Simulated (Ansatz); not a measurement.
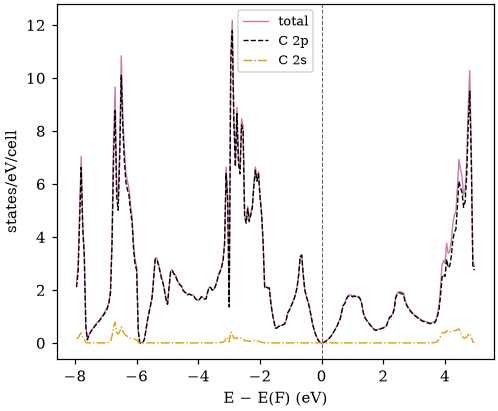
*Total and projected density of states of C in space group R-3m (No. 166; C on 18f, C on 18f), r²SCAN+D4 in the plane-wave PAW code Ansatz*

Question: Which orbitals carry the states next to the Fermi level?

Answer: Within 0.5 eV of the Fermi level: C 2p 99 %. Projections are on Löwdin-orthogonalised atomic valence shells; empty p or d shells of many metals are not among them.

Question: Where is the tallest occupied peak in this window, and what makes it?

Answer: Near -2.9 eV, about 12 states/eV per cell; the largest projected share is C 2p.

The start of the workflow was typed in or built on a structure type; the Crystallography Open Database files this formula in space group No. 166, but the cells were not matched. It is not the phase usual at ambient conditions (space group No. 194, 227). The r²SCAN+D4 relaxation kept the symmetry of its start; its stability against distortions is not shown here.

Potentials: the later of the program's two PAW sets.
